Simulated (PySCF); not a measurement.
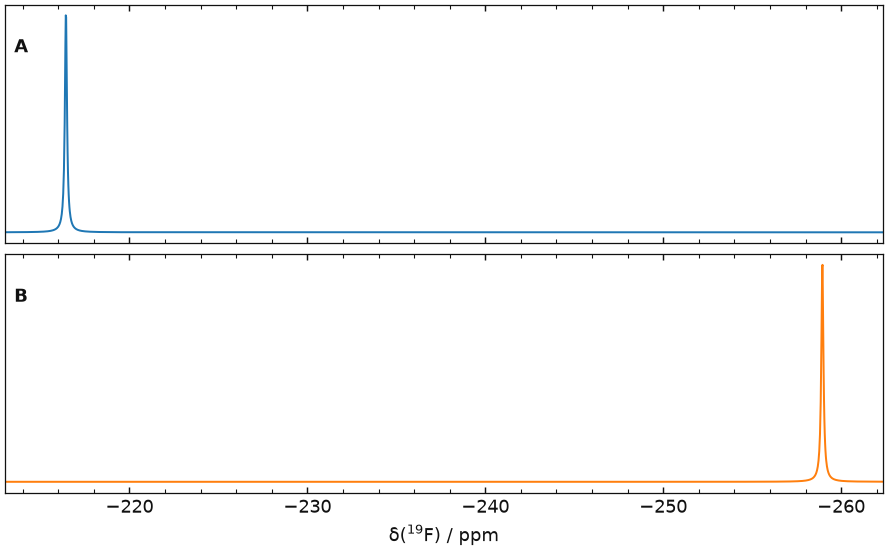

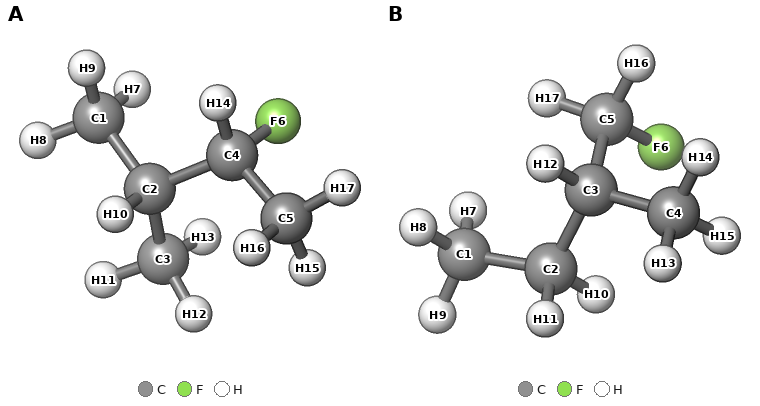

Related molecules: A is C₅H₁₁F, SMILES CC(C)[C@@H](C)F; B is C₅H₁₁F, SMILES CC[C@@H](C)CF. GIAO ¹⁹F shifts against CFCl₃ (¹⁹F: this reference is a hard case for the method, so all values can be off together by tens of ppm, and differences between signals are safer), B97-2/pcSseg-2 with PySCF 2.14.0, at a PBE0-D3(BJ)/def2-SVP geometry (no frequency check); fully decoupled, line heights follow the number of nuclei within a panel, widths are arbitrary (no quadrupolar broadening); values of one conformer, averaged over methyl-type rotors and exact or near symmetry; other conformers aren't averaged in.

Q: How does the ¹⁹F shift respond?

A: From A (−216.4 ppm) to B (−258.9 ppm) the nucleus is shielded by 42.5 ppm.
